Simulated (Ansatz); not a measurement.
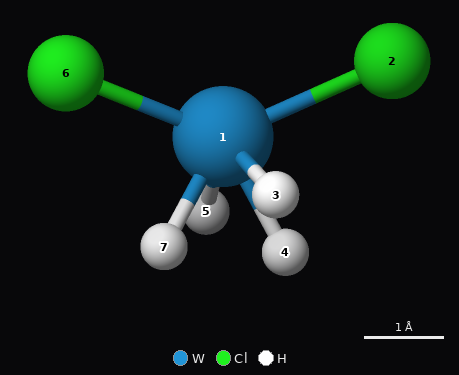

WH$_{4}$Cl$_{2}$, before the relaxation. The picture is a ball-and-stick view, seen at a tilt.

The run prepares an end point of a later path (reaction) calculation, from a guessed geometry.

The calculation used RKS PBE-D4/def2-SVP (Ansatz 0.2.0).

Input
```yaml
crystal:
  periodic: [false, false, false]
  atoms:
    - { symbol: W, position_ang: [-0.021103, -0.392354, 0.451816] }
    - { symbol: Cl, position_ang: [0.890359, 0.371437, 2.486354] }
    - { symbol: H, position_ang: [1.472928, 0.258182, -0.021591] }
    - { symbol: H, position_ang: [0.126143, 1.189863, -0.068344] }
    - { symbol: H, position_ang: [-1.427799, 0.440864, 0.011479] }
    - { symbol: Cl, position_ang: [0.017986, -2.486201, -0.463189] }
    - { symbol: H, position_ang: [0.162785, -0.051791, -1.175225] }
basis:
  gaussian: { orbitals: def2-SVP }
hamiltonian:
  xc: pbe
  dispersion: d4
relax:
  f_tol: 0.03
  max_steps: 50
```

Run as
```bash
ansatz run input.yaml --threads 1 --pin off --max-ram 2048MiB --backend cpu --events-out ev --progress --plain --runs-dir out
```

Question: Predict the outcome.

Answer: H3 moves most after the best rigid fit: 0.31 Å. Largest moves by element: H 0.31 Å, Cl 0.24 Å, W 0.11 Å. Among the contacts that change: W1–Cl2 2.357 → 2.292 Å, W1–H3 1.697 → 1.669 Å, W1–H5 1.693 → 1.685 Å, W1–Cl6 2.285 → 2.292 Å. Among the angles between lasting bonds that change: Cl2–W1–H3 77.1° → 94.6°, H5–W1–H7 74.8° → 64.3°, H3–W1–Cl6 103.0° → 94.5°. After 5 accepted moves (7 points after the start) the energy has fallen by 0.110 eV. The largest force component goes from 1.1 to 0.005 eV/Å. The line search rejected the trial steps at points 3, 6 of the run. The run took 31 s on 1 thread of Arm Neoverse V1, with other jobs on the host, peak memory 0.12 GiB.

Step by step:

```tsv
step	E − E(0), eV	largest force component, eV/Å	note
0	0.0000	1.0808	
1	-0.0638	0.2224	
2	-0.0887	0.1416	
3	-0.0593	0.9883	rejected
4	-0.1037	0.0947	
5	-0.1077	0.1420	
6	-0.1076	0.0398	rejected
7	-0.1099	0.0050
```

The structure at the end:

```xyz
7

W     0.0860   -0.3944    0.4850
Cl    0.6740    0.4657    2.5260
H     1.4932    0.0864   -0.2737
H     0.2402    1.2229    0.0658
H    -1.3366    0.3789    0.0188
Cl    0.0693   -2.4777   -0.4694
H    -0.0049    0.0482   -1.1312
```

The end point in the same view:

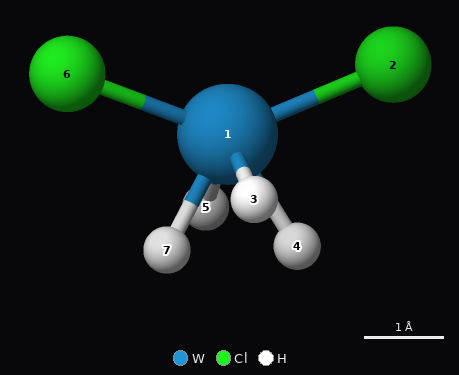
